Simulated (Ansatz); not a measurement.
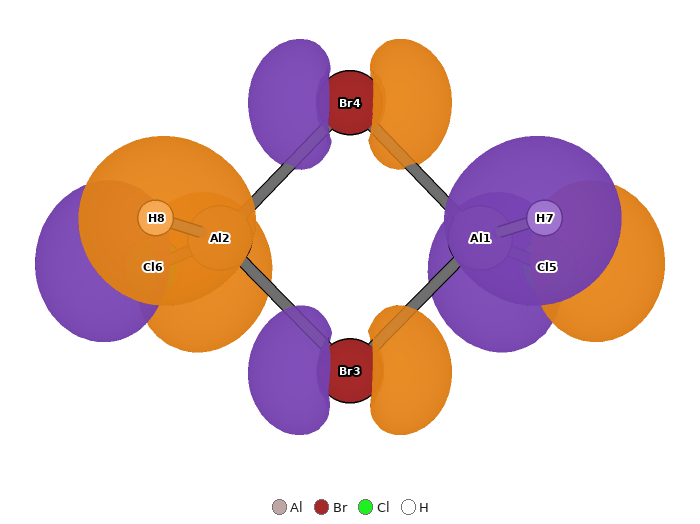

Al2Br2Cl2H2. The HOMO at ±0.08 Å⁻³ᐟ² (orange and purple are the two phases), seen from one side.

Geometry: PBE0-D4/def2-SVP.

Theory: Ansatz 0.2.0, isolated molecule in a Gaussian basis; Kohn-Sham density functional theory, functional PBE0.

```tsv
atom	x (Å)	y (Å)	z (Å)
Al	1.6394	-0.0447	-0.4287
Al	-1.5580	0.0446	0.6665
Br	0.0225	-1.7745	0.2103
Br	0.1117	1.7744	0.1813
Cl	1.8402	-0.0668	-2.5177
Cl	-2.9974	0.0683	-0.8607
H	2.8574	-0.0673	0.5570
H	-1.9158	0.0660	2.1920
```

Where does this orbital lie, and at what energy?

Answer. Its weight (Hirshfeld) is mainly on Cl5 (about 25 %), Cl6 (about 25 %), H7 (about 10 %), H8 (about 10 %), Al1 (about 10 %) and Al2 (about 10 %). Its energy is −9.07 eV.
